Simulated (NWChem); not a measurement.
**Run report: SnCl2, energy and gradient calculation (part 3 of 3)**

The same run, continued: SnCl2, SMILES [Cl][Sn][Cl]; PBE/3-21G, RKS (NWChem 7.3.0). The geometry comes from this level: PBE0-D4/def2-TZVP.

Geometry of the input (Å):
```
Cl 1.1542  1.2207  0.7560
Sn -0.7969  0.5189  -0.3766
Cl -0.3682  -1.8045  -0.3926
```

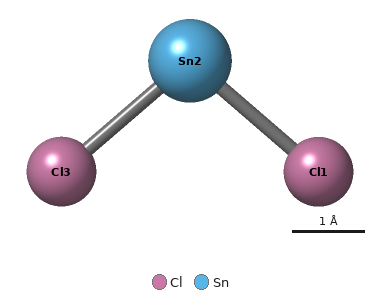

Fig. 1: The structure as given in the input (ball-and-stick view, seen on its broad side; atoms are numbered from 1 in the order of the input). Sticks mark near contacts.

The program's output, continued
```
 Vector   35  Occ=2.000000D+00  E=-7.332652D-01
              MO Center=  2.9D-01, -2.2D-01,  1.3D-01, r^2= 3.7D+00
   Bfn.  Coefficient  Atom+Function         Bfn.  Coefficient  Atom+Function
  ----- ------------  ---------------      ----- ------------  ---------------
     6      0.414754  1 Cl s                 50     -0.414870  3 Cl s
    10      0.366982  1 Cl s                 54     -0.367086  3 Cl s
     2     -0.337361  1 Cl s                 46      0.337456  3 Cl s
    44     -0.101038  2 Sn d  2              29     -0.068683  2 Sn py
    25     -0.061247  2 Sn py                 1      0.058463  1 Cl s

 Vector   36  Occ=2.000000D+00  E=-4.396793D-01
              MO Center= -1.5D-01,  8.0D-02, -7.4D-02, r^2= 3.8D+00
   Bfn.  Coefficient  Atom+Function         Bfn.  Coefficient  Atom+Function
  ----- ------------  ---------------      ----- ------------  ---------------
    27      0.543573  2 Sn s                 23     -0.316905  2 Sn s
    31     -0.259212  2 Sn s                 52     -0.224870  3 Cl py
     7      0.184112  1 Cl px                10      0.180607  1 Cl s
    54      0.180597  3 Cl s                 19     -0.178422  2 Sn s
     6      0.171036  1 Cl s                 50      0.171028  3 Cl s

 Vector   37  Occ=2.000000D+00  E=-3.395000D-01
              MO Center=  2.8D-01, -2.1D-01,  1.3D-01, r^2= 4.6D+00
   Bfn.  Coefficient  Atom+Function         Bfn.  Coefficient  Atom+Function
  ----- ------------  ---------------      ----- ------------  ---------------
    52      0.355892  3 Cl py                 7      0.336755  1 Cl px
    56      0.271575  3 Cl py                29      0.259362  2 Sn py
    11      0.257497  1 Cl px                 9      0.185626  1 Cl pz
    25      0.177605  2 Sn py                48     -0.168229  3 Cl py
     3     -0.159148  1 Cl px                51     -0.143095  3 Cl px

 Vector   38  Occ=2.000000D+00  E=-3.084591D-01
              MO Center=  2.4D-01, -1.8D-01,  1.1D-01, r^2= 4.3D+00
   Bfn.  Coefficient  Atom+Function         Bfn.  Coefficient  Atom+Function
  ----- ------------  ---------------      ----- ------------  ---------------
     9      0.341867  1 Cl pz                53      0.341784  3 Cl pz
    13      0.282465  1 Cl pz                57      0.282395  3 Cl pz
     7     -0.185306  1 Cl px                51     -0.185261  3 Cl px
    30     -0.179849  2 Sn pz                 5     -0.161025  1 Cl pz
    49     -0.160987  3 Cl pz                11     -0.153108  1 Cl px

 Vector   39  Occ=2.000000D+00  E=-3.067503D-01
              MO Center=  8.1D-02, -7.9D-02,  3.5D-02, r^2= 4.6D+00
   Bfn.  Coefficient  Atom+Function         Bfn.  Coefficient  Atom+Function
  ----- ------------  ---------------      ----- ------------  ---------------
     8      0.374353  1 Cl py                12      0.318615  1 Cl py
    51     -0.296212  3 Cl px                55     -0.258537  3 Cl px
     4     -0.177022  1 Cl py                53     -0.176660  3 Cl pz
    28      0.155783  2 Sn px                31      0.153154  2 Sn s
    57     -0.152417  3 Cl pz                27     -0.151421  2 Sn s

 Vector   40  Occ=2.000000D+00  E=-2.879143D-01
              MO Center=  3.9D-01, -2.9D-01,  1.8D-01, r^2= 4.4D+00
   Bfn.  Coefficient  Atom+Function         Bfn.  Coefficient  Atom+Function
  ----- ------------  ---------------      ----- ------------  ---------------
     9      0.378598  1 Cl pz                53     -0.378673  3 Cl pz
    13      0.328139  1 Cl pz                57     -0.328201  3 Cl pz
     7     -0.205216  1 Cl px                51      0.205256  3 Cl px
     5     -0.177955  1 Cl pz                11     -0.177865  1 Cl px
    49      0.177990  3 Cl pz                55      0.177899  3 Cl px

 Vector   41  Occ=2.000000D+00  E=-2.769405D-01
              MO Center=  3.6D-01, -2.7D-01,  1.7D-01, r^2= 4.5D+00
   Bfn.  Coefficient  Atom+Function         Bfn.  Coefficient  Atom+Function
  ----- ------------  ---------------      ----- ------------  ---------------
     8      0.442166  1 Cl py                12      0.365596  1 Cl py
    51      0.346755  3 Cl px                55      0.279554  3 Cl px
    53      0.207690  3 Cl pz                 4     -0.206032  1 Cl py
    52      0.184601  3 Cl py                57      0.169433  3 Cl pz
    56      0.167474  3 Cl py                47     -0.161480  3 Cl px

 Vector   42  Occ=2.000000D+00  E=-2.542590D-01
              MO Center= -3.3D-01,  2.0D-01, -1.6D-01, r^2= 4.8D+00
   Bfn.  Coefficient  Atom+Function         Bfn.  Coefficient  Atom+Function
  ----- ------------  ---------------      ----- ------------  ---------------
    31      0.474936  2 Sn s                 27     -0.305180  2 Sn s
     7      0.299932  1 Cl px                11      0.274055  1 Cl px
    52     -0.254260  3 Cl py                56     -0.232983  3 Cl py
    51      0.223534  3 Cl px                23      0.220732  2 Sn s
    28      0.203546  2 Sn px                55      0.203236  3 Cl px

 Vector   43  Occ=0.000000D+00  E=-1.461897D-01
              MO Center= -6.7D-01,  4.4D-01, -3.2D-01, r^2= 3.6D+00
   Bfn.  Coefficient  Atom+Function         Bfn.  Coefficient  Atom+Function
  ----- ------------  ---------------      ----- ------------  ---------------
    30      0.524797  2 Sn pz                34     -0.461767  2 Sn pz
    26      0.331137  2 Sn pz                28     -0.284462  2 Sn px
    32      0.250297  2 Sn px                13      0.191199  1 Cl pz
    57      0.191196  3 Cl pz                24     -0.179490  2 Sn px
     9      0.177706  1 Cl pz                53      0.177703  3 Cl pz

 Vector   44  Occ=0.000000D+00  E=-6.122655D-02
              MO Center= -8.3D-01,  5.4D-01, -3.9D-01, r^2= 4.6D+00
   Bfn.  Coefficient  Atom+Function         Bfn.  Coefficient  Atom+Function
  ----- ------------  ---------------      ----- ------------  ---------------
    33      0.769256  2 Sn py                29     -0.444855  2 Sn py
    32      0.387012  2 Sn px                10     -0.383210  1 Cl s
    54      0.383303  3 Cl s                 11      0.315256  1 Cl px
    56      0.302221  3 Cl py                34      0.292011  2 Sn pz
    25     -0.278769  2 Sn py                28     -0.223797  2 Sn px

 Vector   45  Occ=0.000000D+00  E=-5.188930D-02
              MO Center= -5.0D-01,  3.2D-01, -2.4D-01, r^2= 4.6D+00
   Bfn.  Coefficient  Atom+Function         Bfn.  Coefficient  Atom+Function
  ----- ------------  ---------------      ----- ------------  ---------------
    32      0.669232  2 Sn px                31      0.464633  2 Sn s
    33     -0.455858  2 Sn py                10     -0.420687  1 Cl s
    54     -0.420566  3 Cl s                 56     -0.410719  3 Cl py
    28     -0.396521  2 Sn px                34      0.314020  2 Sn pz
    11      0.280487  1 Cl px                27     -0.277618  2 Sn s

 Vector   46  Occ=0.000000D+00  E= 1.351173D-01
              MO Center= -4.7D-01,  2.9D-01, -2.2D-01, r^2= 5.0D+00
   Bfn.  Coefficient  Atom+Function         Bfn.  Coefficient  Atom+Function
  ----- ------------  ---------------      ----- ------------  ---------------
    31      2.362758  2 Sn s                 27      1.843656  2 Sn s
    10     -0.469096  1 Cl s                 32      0.469525  2 Sn px
    54     -0.469088  3 Cl s                 33     -0.319918  2 Sn py
    19     -0.282557  2 Sn s                 34      0.220303  2 Sn pz
    56     -0.219736  3 Cl py                11      0.159590  1 Cl px

 Vector   47  Occ=0.000000D+00  E= 1.889587D-01
              MO Center= -8.7D-01,  5.7D-01, -4.1D-01, r^2= 5.7D+00
   Bfn.  Coefficient  Atom+Function         Bfn.  Coefficient  Atom+Function
  ----- ------------  ---------------      ----- ------------  ---------------
    30      1.285618  2 Sn pz                34      1.263174  2 Sn pz
    28     -0.696858  2 Sn px                32     -0.684693  2 Sn px
    26      0.424516  2 Sn pz                24     -0.230105  2 Sn px
    22     -0.176780  2 Sn pz                29     -0.137433  2 Sn py
    33     -0.135034  2 Sn py                20      0.095822  2 Sn px

 Vector   48  Occ=0.000000D+00  E= 1.913113D-01
              MO Center= -9.7D-01,  6.4D-01, -4.6D-01, r^2= 5.3D+00
   Bfn.  Coefficient  Atom+Function         Bfn.  Coefficient  Atom+Function
  ----- ------------  ---------------      ----- ------------  ---------------
    29      1.317281  2 Sn py                33      1.319022  2 Sn py
    28      0.662313  2 Sn px                32      0.663173  2 Sn px
    30      0.499820  2 Sn pz                34      0.500472  2 Sn pz
    25      0.434739  2 Sn py                10     -0.306796  1 Cl s
    54      0.307019  3 Cl s                 24      0.218582  2 Sn px

 Vector   49  Occ=0.000000D+00  E= 1.934292D-01
              MO Center= -1.2D+00,  8.1D-01, -5.8D-01, r^2= 5.1D+00
   Bfn.  Coefficient  Atom+Function         Bfn.  Coefficient  Atom+Function
  ----- ------------  ---------------      ----- ------------  ---------------
    28      1.174899  2 Sn px                32      1.170611  2 Sn px
    29     -0.799880  2 Sn py                33     -0.796969  2 Sn py
    30      0.551336  2 Sn pz                34      0.549323  2 Sn pz
    24      0.388483  2 Sn px                25     -0.264482  2 Sn py
    10     -0.258500  1 Cl s                 54     -0.258274  3 Cl s

 Vector   50  Occ=0.000000D+00  E= 5.074194D-01
              MO Center=  2.4D-01, -1.9D-01,  1.1D-01, r^2= 6.4D+00
   Bfn.  Coefficient  Atom+Function         Bfn.  Coefficient  Atom+Function
  ----- ------------  ---------------      ----- ------------  ---------------
     8      0.827485  1 Cl py                12     -0.811789  1 Cl py
    51     -0.631722  3 Cl px                55      0.602921  3 Cl px
    56      0.408090  3 Cl py                53     -0.383099  3 Cl pz
    52     -0.380533  3 Cl py                57      0.370433  3 Cl pz
     6      0.320599  1 Cl s                 50      0.317623  3 Cl s

 Vector   51  Occ=0.000000D+00  E= 5.077013D-01
              MO Center=  6.4D-01, -4.6D-01,  3.0D-01, r^2= 6.7D+00
   Bfn.  Coefficient  Atom+Function         Bfn.  Coefficient  Atom+Function
  ----- ------------  ---------------      ----- ------------  ---------------
    10     -1.245031  1 Cl s                 54      1.245604  3 Cl s
     6      1.182669  1 Cl s                 50     -1.183452  3 Cl s
    52      0.398374  3 Cl py                 7      0.353890  1 Cl px
    56     -0.339337  3 Cl py                33      0.326577  2 Sn py
    11     -0.287243  1 Cl px                 2     -0.267208  1 Cl s

 Vector   52  Occ=0.000000D+00  E= 5.452164D-01
              MO Center=  7.9D-01, -5.6D-01,  3.7D-01, r^2= 5.9D+00
   Bfn.  Coefficient  Atom+Function         Bfn.  Coefficient  Atom+Function
  ----- ------------  ---------------      ----- ------------  ---------------
    10      1.116623  1 Cl s                 54      1.116688  3 Cl s
     6     -0.914341  1 Cl s                 50     -0.914401  3 Cl s
    31     -0.683299  2 Sn s                  7     -0.553400  1 Cl px
    11      0.488029  1 Cl px                52      0.478247  3 Cl py
    27     -0.467004  2 Sn s                 32     -0.427381  2 Sn px

 Vector   53  Occ=0.000000D+00  E= 5.461770D-01
              MO Center=  3.9D-01, -2.9D-01,  1.8D-01, r^2= 5.4D+00
   Bfn.  Coefficient  Atom+Function         Bfn.  Coefficient  Atom+Function
  ----- ------------  ---------------      ----- ------------  ---------------
     9      0.760899  1 Cl pz                53     -0.760798  3 Cl pz
    13     -0.749396  1 Cl pz                57      0.749286  3 Cl pz
     7     -0.412440  1 Cl px                51      0.412384  3 Cl px
    11      0.406204  1 Cl px                55     -0.406144  3 Cl px
     5     -0.220264  1 Cl pz                49      0.220235  3 Cl pz

 Vector   54  Occ=0.000000D+00  E= 5.645369D-01
              MO Center=  3.5D-01, -2.6D-01,  1.6D-01, r^2= 5.7D+00
   Bfn.  Coefficient  Atom+Function         Bfn.  Coefficient  Atom+Function
  ----- ------------  ---------------      ----- ------------  ---------------
    13     -0.811481  1 Cl pz                57     -0.811579  3 Cl pz
     9      0.763909  1 Cl pz                53      0.764010  3 Cl pz
    11      0.439856  1 Cl px                55      0.439909  3 Cl px
     7     -0.414070  1 Cl px                51     -0.414125  3 Cl px
    34      0.374965  2 Sn pz                 5     -0.218525  1 Cl pz

 Vector   55  Occ=0.000000D+00  E= 6.224075D-01
              MO Center=  2.2D-01, -1.8D-01,  1.0D-01, r^2= 6.2D+00
   Bfn.  Coefficient  Atom+Function         Bfn.  Coefficient  Atom+Function
  ----- ------------  ---------------      ----- ------------  ---------------
    55      0.856290  3 Cl px                51     -0.758133  3 Cl px
    12      0.749698  1 Cl py                 8     -0.704211  1 Cl py
    11     -0.601646  1 Cl px                10      0.568313  1 Cl s
    54     -0.568265  3 Cl s                  7      0.470709  1 Cl px
    33     -0.461673  2 Sn py                57      0.438093  3 Cl pz

 Vector   56  Occ=0.000000D+00  E= 6.724268D-01
              MO Center=  5.9D-02, -6.4D-02,  2.5D-02, r^2= 4.5D+00
   Bfn.  Coefficient  Atom+Function         Bfn.  Coefficient  Atom+Function
  ----- ------------  ---------------      ----- ------------  ---------------
    10      1.763476  1 Cl s                 54      1.763257  3 Cl s
    31     -1.422738  2 Sn s                  6     -1.221475  1 Cl s
    50     -1.221307  3 Cl s                 56      1.112088  3 Cl py
    11     -0.914861  1 Cl px                52     -0.645384  3 Cl py
     7      0.555719  1 Cl px                32     -0.540451  2 Sn px

 Vector   57  Occ=0.000000D+00  E= 6.803879D-01
              MO Center=  3.4D-01, -2.6D-01,  1.6D-01, r^2= 4.4D+00
   Bfn.  Coefficient  Atom+Function         Bfn.  Coefficient  Atom+Function
  ----- ------------  ---------------      ----- ------------  ---------------
    56      1.037854  3 Cl py                10     -0.903866  1 Cl s
    54      0.904178  3 Cl s                 52     -0.800864  3 Cl py
     6      0.752788  1 Cl s                 50     -0.753008  3 Cl s
    11      0.728224  1 Cl px                12      0.610314  1 Cl py
     7     -0.532550  1 Cl px                 8     -0.531958  1 Cl py

     ---------------------------------------------
      Total Density - Mulliken Population Analysis
     ---------------------------------------------

    Atom       Charge   Shell Charges
 -----------   ------   -------------------------------------------------------
    1 Cl  17    17.41   2.00  1.95  5.89  1.16  3.04  0.90  2.46
    2 Sn  50    49.18   2.00  2.00  6.00  2.00  5.99  2.00  5.94  1.20  1.06  0.73  0.28 10.00  9.99
    3 Cl  17    17.41   2.00  1.95  5.89  1.16  3.04  0.90  2.46

     -------------------------------------------
      Total Density - Lowdin Population Analysis
     -------------------------------------------

    Atom       Charge   Shell Charges
 -----------   ------   -------------------------------------------------------
    1 Cl  17    17.31   2.00  1.95  5.84  1.05  2.94  0.89  2.62
    2 Sn  50    49.39   2.00  2.00  6.00  1.99  5.97  1.99  5.70  1.07  1.18  0.80  0.71 10.00  9.99
    3 Cl  17    17.31   2.00  1.95  5.84  1.05  2.94  0.89  2.62

 center of mass
 --------------
 x =  -0.66871396 y =   0.41010331 z =  -0.31885325

 moments of inertia (a.u.)
 ------------------
         805.713627368907        -136.322240546339        -213.321616717871
        -136.322240546339         497.902994691691        -145.994450756147
        -213.321616717871        -145.994450756147        1041.144478945406

     Multipole analysis of the density
     ---------------------------------

     L   x y z        total         alpha         beta         nuclear
     -   - - -        -----         -----         ----         -------
     0   0 0 0     -0.000000    -42.000000    -42.000000     84.000000

     1   1 0 0     -1.071615     24.486999     24.486999    -50.045613
     1   0 1 0      0.730242    -14.771962    -14.771962     30.274166
     1   0 0 1     -0.502796     11.703198     11.703198    -23.909191

     2   2 0 0    -38.864239   -120.679313   -120.679313    202.494386
     2   1 1 0     -2.301360    -27.168311    -27.168311     52.035263
     2   1 0 1     -1.807520    -58.570817    -58.570817    115.334114
     2   0 2 0    -43.019435   -189.618372   -189.618372    336.217309
     2   0 1 1     -1.999793    -33.070096    -33.070096     64.140398
     2   0 0 2    -37.176435    -53.277145    -53.277145     69.377855

            General Information
            -------------------
          SCF calculation type: DFT
          Wavefunction type:  closed shell.
          No. of atoms     :     3
          No. of electrons :    84
           Alpha electrons :    42
            Beta electrons :    42
          Charge           :     0
          Spin multiplicity:     1
          Use of symmetry is: off; symmetry adaption is: off
          Maximum number of iterations: 100
          AO basis - number of functions:    57
                     number of shells:    27
          Convergence on energy requested:  1.00D-08
          Convergence on density requested:  1.00D-05
          Convergence on gradient requested:  5.00D-04

              XC Information
              --------------
          PerdewBurkeErnzerhof Exchange Functional  1.000
            Perdew 1991 LDA Correlation Functional  1.000 local
           PerdewBurkeErnz. Correlation Functional  1.000 non-local

             Grid Information
             ----------------
          Grid used for XC integration:  xfine
          Radial quadrature: Mura-Knowles
          Angular quadrature: Lebedev.
          Tag              B.-S. Rad. Rad. Pts. Rad. Cut. Ang. Pts.
          ---              ---------- --------- --------- ---------
          Cl                  1.00      125          10.0      1454
          Sn                  1.45      205           8.0      1454
          Grid pruning is: on
          Number of quadrature shells:   455
          Spatial weights used:  Erf1

          Convergence Information
          -----------------------
          Convergence aids based upon iterative change in
          total energy or number of iterations.
          Levelshifting, if invoked, occurs when the
          HOMO/LUMO gap drops below (HL_TOL):  1.00D-02
          DIIS, if invoked, will attempt to extrapolate
          using up to (NFOCK): 10 stored Fock matrices.

                    Damping( 0%)  Levelshifting(0.5)       DIIS
                  --------------- ------------------- ---------------
          dE  on:    start            ASAP                start
          dE off:    2 iters        100 iters           100 iters

      Screening Tolerance Information
      -------------------------------
          Density screening/tol_rho:  1.00D-11
          AO Gaussian exp screening on grid/accAOfunc:  18
          CD Gaussian exp screening on grid/accCDfunc:  20
          XC Gaussian exp screening on grid/accXCfunc:  20
          Schwarz screening/accCoul:  1.00D-09

                            NWChem DFT Gradient Module
                            --------------------------

                                     Cl2Sn PBE

  charge          =   0.00
  wavefunction    = closed shell

                         DFT ENERGY GRADIENTS

    atom               coordinates                        gradient
                 x          y          z           x          y          z
   1 Cl      2.181122   2.306789   1.428633   -0.024662  -0.009815  -0.014417
   2 Sn     -1.505923   0.980579  -0.711671    0.029371  -0.020006   0.013782
   3 Cl     -0.695797  -3.410011  -0.741906   -0.004710   0.029821   0.000635

                 ----------------------------------------
                 |  Time  |  1-e(secs)   |  2-e(secs)   |
                 ----------------------------------------
                 |  CPU   |       0.00   |       0.89   |
                 ----------------------------------------
                 |  WALL  |       0.00   |       0.89   |
                 ----------------------------------------

 Task  times  cpu:        6.1s     wall:        6.1s
 Total times  cpu:        6.1s     wall:        6.1s
```

Summary

```tsv
quantity	value
outcome	converged
total energy	−6913.960253 hartree
basis functions	57
largest force	1.960 eV/Å
HOMO	−6.92 eV
LUMO	−3.98 eV
dipole moment	3.54 D
hardware	1 thread of AMD EPYC (Zen 5), 16 GiB of memory available, shared host
wall time	6.9 s
peak memory	0.12 GiB
```
